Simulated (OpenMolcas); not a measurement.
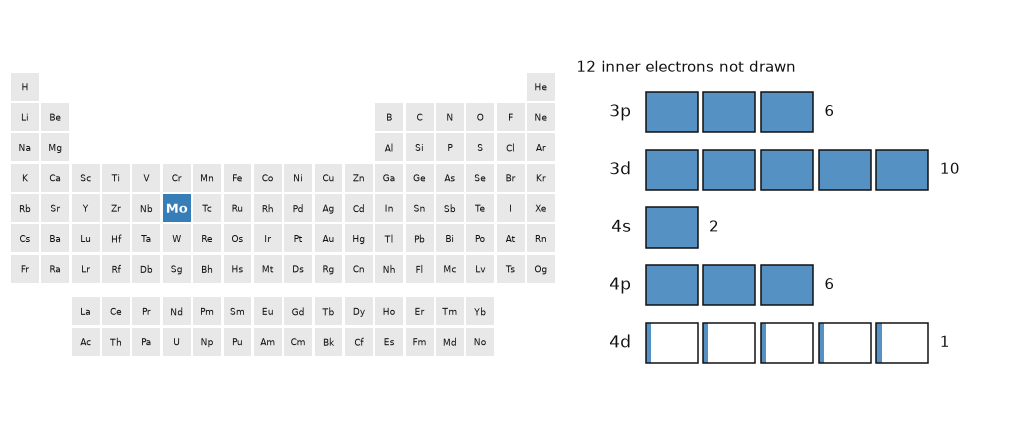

Left, the place of molybdenum in the periodic table; right, the outer shells of the leading configuration of the lowest level: a box for each of the 2l + 1 orbitals, shaded by the share of the shell that is filled, with the electron count at the right.

Run report: Mo⁵⁺ complex, multiconfigurational calculation

- system: Mo⁵⁺ with 6 ligands (F; octahedron, 1.92 Å), neutralised by 6 outer point charges of +0.17 e, whose field is part of the energies.
- method: state-averaged CASSCF, active space 1 electron in the shell 4d, basis ANO-RCC-VTZP on the metal and ANO-RCC-VDZP on the ligands, DKH2 scalar Hamiltonian, spin-orbit coupling by RASSI with atomic mean-field integrals (OpenMolcas)

## The program's output (extracts)
```
--- SEWARD ---
Basis set label: MO.ANO-RCC...7S6P4D2F1G.

      Electronic valence basis set:
      ------------------
      Associated Effective Charge  42.000000 au
      Associated Actual Charge     42.000000 au
      Nuclear Model: Point charge

      Shell  nPrim  nBasis  Cartesian Spherical Contaminant
         s      21       7        X
         p      18       6        X
         d      13       4                 X
         f       6       2                 X
         g       4       1                 X
                  Relativistic Douglas-Kroll-Hess integrals:
                    - DKH order of Hamiltonian: 2
                    - DKH order of Properties : 0
                  Atomic mean-field integrals
--- RASSCF ---
Wave function specifications:
      -----------------------------

      Number of closed shell electrons          96
      Number of electrons in active shells       1
      Max number of holes in RAS1 space          0
      Max nr of electrons in RAS3 space          0
      Number of inactive orbitals               48
      Number of active orbitals                  5
      Number of secondary orbitals              99
      Spin quantum number                      0.5
      State symmetry                             1
Orbital specifications:
      -----------------------

      Symmetry species                           1   2
                                                ag  au
      Frozen orbitals                            0   0
      Inactive orbitals                         24  24
      Active orbitals                            5   0
      RAS1 orbitals                              0   0
      RAS2 orbitals                              5   0
      RAS3 orbitals                              0   0
      Secondary orbitals                        49  50
      Deleted orbitals                           0   0
      Number of basis functions                 78  74
      Number of CSFs                             5
      Number of root(s) required                 5
      Iter CI   SX   CI       RASSCF       Energy    max ROT     max BLB   max BLB  Level Ln srch  Step   QN
          iter iter root      energy       change     param      element    value   shift minimum  type update
 Nr of preliminary CI iterations:   1
      Total energies have been shifted. Add                -4000.00 au
        1   1   11    0  -641.69887975    0.00E+00   1.33E-01*  24  27 1  4.10E-01*  1.07   0.00    SX    NO
        2   1   11    0  -642.97479611   -1.28E+00* -1.12E-01*  24  27 1  3.03E-01*  0.74   0.00    SX    NO
        3   1   12    0  -643.31773612   -3.43E-01* -5.15E-02   24  27 1  1.38E-01*  0.70   0.00    SX    NO
        4   1   11    0  -643.38567054   -6.79E-02* -2.13E-02   24  27 1  5.98E-02*  0.75   0.00    SX    NO
        5   1   11    0  -643.40092153   -1.53E-02* -1.95E-02   24  27 1  2.93E-02*  0.77   2.03    LS   YES
        6   1   11    0  -643.40623421   -5.31E-03* -7.85E-03   12  42 2  7.29E-03*  0.78   1.13    QN   YES
        7   1   10    0  -643.40690953   -6.75E-04* -4.28E-03   11  52 1 -2.61E-03*  0.78   1.56    LS   YES
        8   1    9    0  -643.40700844   -9.89E-05* -1.42E-03    9  44 2 -3.27E-03*  0.78   1.02    QN   YES
        9   1    9    0  -643.40706950   -6.11E-05* -6.86E-04   24  27 1 -1.60E-03*  0.78   1.48    LS   YES
       10   1    9    0  -643.40707676   -7.27E-06* -4.81E-04    9  51 1 -1.20E-03*  0.78   1.00    QN   YES
       11   1    8    0  -643.40708721   -1.04E-05* -4.44E-04   13  25 1 -6.25E-04*  0.78   1.92    LS   YES
       12   1    8    0  -643.40709034   -3.13E-06*  3.30E-04    8  29 1  7.00E-04*  0.78   1.00    QN   YES
       13   1    8    0  -643.40709285   -2.51E-06* -2.06E-04    7  45 2  2.63E-04*  0.78   1.36    QN   YES
       14   1    7    0  -643.40709345   -5.96E-07* -6.53E-05   24  27 1 -8.28E-05   0.78   1.24    QN   YES
       15   1    6    0  -643.40709352   -7.12E-08*  3.09E-05    8  29 1 -3.06E-05   0.78   1.31    QN   YES
       16   1    5    0  -643.40709353   -1.16E-08* -8.58E-06    7  45 2 -1.27E-05   0.78   1.27    QN   YES
       17   1    5    0  -643.40709353   -1.56E-09  -2.79E-06   12  32 2  5.88E-06   0.78   1.27    QN   YES
      Convergence after 17 iterations
       18   1    5    0  -643.40709353   -2.21E-10  -2.79E-06   24  34 2  2.35E-06   0.78   1.27    QN   YES
      Natural orbitals and occupation numbers for root  1
      sym 1:   1.000000  -0.000000  -0.000000   0.000000   0.000000
      Natural orbitals and occupation numbers for root  2
      sym 1:  -0.000000   1.000000   0.000000  -0.000000   0.000000
      Natural orbitals and occupation numbers for root  3
      sym 1:  -0.000000   0.000000   0.000000   1.000000  -0.000000
::    RASSCF root number  1 Total energy:  -4643.47006664
::    RASSCF root number  2 Total energy:  -4643.47006664
::    RASSCF root number  3 Total energy:  -4643.47006664
::    RASSCF root number  4 Total energy:  -4643.31263388
::    RASSCF root number  5 Total energy:  -4643.31263388
--- RASSI ---
SPIN-FREE ENERGIES:
  (Shifted by EMIN (a.u.) =      -4643.4700666355)

 SF State       Relative EMIN(au)   Rel lowest level(eV)    D:o, cm**(-1)

     1             0.0000000000        0.0000000000              0.0000
     2             0.0000000000        0.0000000000              0.0000
     3             0.0000000000        0.0000000000              0.0000
     4             0.1574327563        4.2839635396          34552.4962
     5             0.1574327563        4.2839635396          34552.4962
     Dipole printing threshold changed to   1.00000000E+00
Eigenvalues of complex Hamiltonian:
   -----------------------------------
  (Shifted by EMIN (a.u.) =      -4643.4700666355)

 SO State       Relative EMIN(au)   Rel lowest level(eV)    D:o, cm**(-1)

     1            -0.0019806641        0.0000000000              0.0000
     2            -0.0019806641        0.0000000000              0.0000
     3            -0.0019806641        0.0000000000              0.0000
     4            -0.0019806641        0.0000000000              0.0000
     5             0.0037102367        0.1548572985           1249.0083
     6             0.0037102367        0.1548572985           1249.0083
     7             0.1575583020        4.3412764282          35014.7558
     8             0.1575583020        4.3412764282          35014.7558
     9             0.1575583020        4.3412764282          35014.7558
    10             0.1575583020        4.3412764282          35014.7558
Weights of the five most important spin-orbit-free states for each spin-orbit state.

 SO State  Total energy (au)           Spin-free states, spin, and weights
 -------------------------------------------------------------------------------------------------------
    1        -0.001981       2 0.5  0.5187    3 0.5  0.4272    1 0.5  0.0533    5 0.5  0.0007    4 0.5  0.0000
    2        -0.001981       3 0.5  0.6071    1 0.5  0.2879    2 0.5  0.1043    4 0.5  0.0004    5 0.5  0.0004
    3        -0.001981       1 0.5  0.4910    3 0.5  0.2980    2 0.5  0.2103    4 0.5  0.0006    5 0.5  0.0002
    4        -0.001981       1 0.5  0.5002    2 0.5  0.4991    4 0.5  0.0005    5 0.5  0.0002    3 0.5  0.0000
    5         0.003710       1 0.5  0.3333    3 0.5  0.3333    2 0.5  0.3333    4 0.5  0.0000    5 0.5  0.0000
    6         0.003710       1 0.5  0.3333    3 0.5  0.3333    2 0.5  0.3333    4 0.5  0.0000    5 0.5  0.0000
    7         0.157558       5 0.5  0.9992    2 0.5  0.0004    3 0.5  0.0004    1 0.5  0.0000    4 0.5  0.0000
    8         0.157558       5 0.5  0.9992    2 0.5  0.0004    3 0.5  0.0004    1 0.5  0.0000    4 0.5  0.0000
    9         0.157558       4 0.5  0.9992    1 0.5  0.0005    3 0.5  0.0002    2 0.5  0.0001    5 0.5  0.0000
   10         0.157558       4 0.5  0.9992    1 0.5  0.0005    3 0.5  0.0002    2 0.5  0.0001    5 0.5  0.0000
 -------------------------------------------------------------------------------------------------------
```

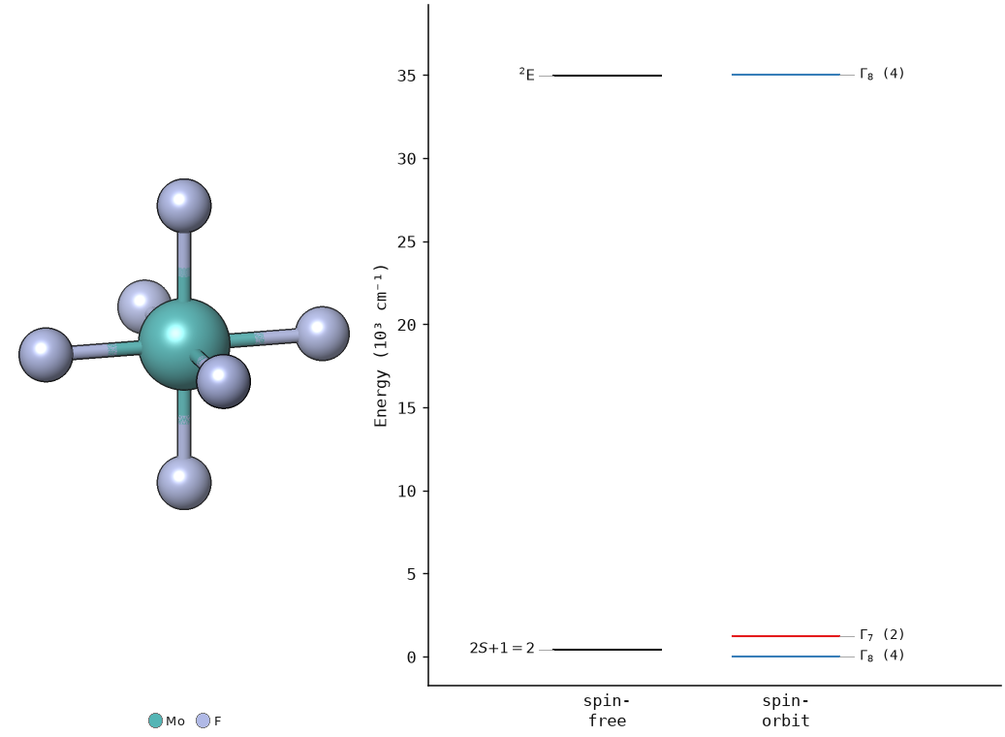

Mo⁵⁺ (4d) with 6 ligands, F⁻, at 1.92 Å (arrangement: octahedron, Oh), neutralised by outer point charges of +0.17 e, and its levels. Labels give the representation in O, Td, D4 or D3 as the site allows (double group for half-integer spin) where it could be assigned and, in brackets, the degeneracy; spin-free states, where drawn, share the zero of the spin-orbit levels. The ground level is Γ₈, 4-fold degenerate, 100 % from states of spin multiplicity 2. The next level lies at 1,250 cm⁻¹ (Γ₇). A ligand-field fit to the spin-free states gives |10Dq| = 34,600 cm⁻¹. The active orbitals hold 74 to 87 % metal character (Löwdin), and the Mulliken charge of the metal is +2.60.

## Input
```
&GATEWAY
Coord
7

Mo 0.0 0.0 0.0
F 1.920000 0.000000 0.000000
F 0.000000 1.920000 0.000000
F -1.920000 0.000000 0.000000
F 0.000000 -1.920000 0.000000
F 0.000000 0.000000 1.920000
F 0.000000 0.000000 -1.920000
Basis=Mo.ANO-RCC-VTZP,F.ANO-RCC-VDZP
Group=XYZ
NoMove
AngMom=0.0 0.0 0.0
AMFI
RICD
XField
3 Angstrom 0
4.720000 0.000000 0.000000 0.166667
0.000000 4.720000 0.000000 0.166667
0.000000 0.000000 4.720000 0.166667
&SEWARD
&RASSCF
FileOrb=start.orb
Symmetry=1
Spin=2
nActEl=1 0 0
Inactive=24 24
Ras2=5 0
CIRoot=5 5 1
SDav=5
CIMx=300
Iter=150 100
PrWF=0.3
OrbListing=Nothing
MaxOrb=0
LevShft=1.0
>>> COPY $Project.JobIph JOB001
&RASSI
NrOfJobIphs=1 5
1 2 3 4 5
IphNames
JOB001
EJob
SpinOrbit
DIPRint=1.0
SOCoupling=1000.0
Subsets=2
Property=9
'ANGMOM' 1 'ANGMOM' 2 'ANGMOM' 3 'MLTPL  1' 1 'MLTPL  1' 2 'MLTPL  1' 3
'AMFI' 1 'AMFI' 2 'AMFI' 3
SOProperty=3
'ANGMOM' 1 'ANGMOM' 2 'ANGMOM' 3
```

The file start.orb holds starting orbitals from an earlier step. A driver script formed the levels outside the program, from RASSI's spin-orbit matrix and the active-space energies, averaged over the components of each term or state.

Launched with:
```bash
OMP_NUM_THREADS=1 MOLCAS_MEM=2457 MOLCAS_PROJECT=a pymolcas a.inp > a.log  # once for each step of the input, in one work folder
```

## Results in brief

- outcome: converged
- energy of the lowest spin-free term: −4643.47007 hartree
- energy of the lowest spin-orbit level: −4643.47205 hartree
- largest spread among components of a term: 0.0 cm⁻¹
- hardware: 1 thread of Intel Xeon @ 2.90GHz (Ice Lake), 128 GiB of memory available, shared host
- wall time: 12 s
- peak memory: 0.4 GiB

## Remarks

Limits: covalent bonds, ligand orbitals missing from the active space; distances are set from ionic radii, not optimised.
